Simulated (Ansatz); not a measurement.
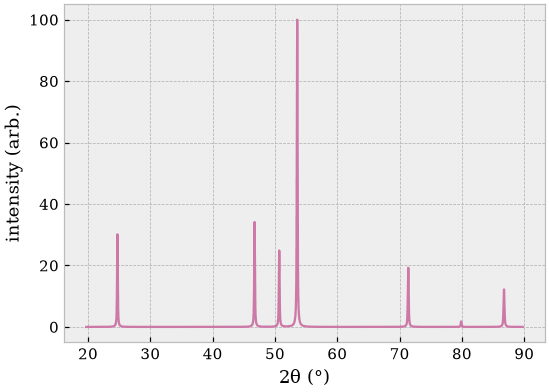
Figure: Simulated powder pattern, Co Kα, λ = 1.79026 Å

The pattern belongs to a structure relaxed with r²SCAN (plane waves, PAW; program Ansatz).

Pick the material that matches.
A) SiGeC2, P-4m2 (Si on 1a, C on 2g, Ge on 1c)
B) TiC, CsCl type
C) TiC, rock salt
D) TiC2, P-3m1 (Ti on 1a, C on 2d)

D, TiC2, P-3m1 (Ti on 1a, C on 2d)

The start of the workflow was typed in or built on a structure type; neither database checked (COD, Materials Project) lists it. Its standing as an ambient phase is unchecked. The r²SCAN relaxation kept the symmetry of its start; its stability against distortions is not shown here. No spin polarisation was allowed. The volume moved by 15 % from the start of the relaxation. Its formation energy is positive at this level, so the cell may be metastable or incomplete.

Potentials: the earlier of the program's two PAW sets.
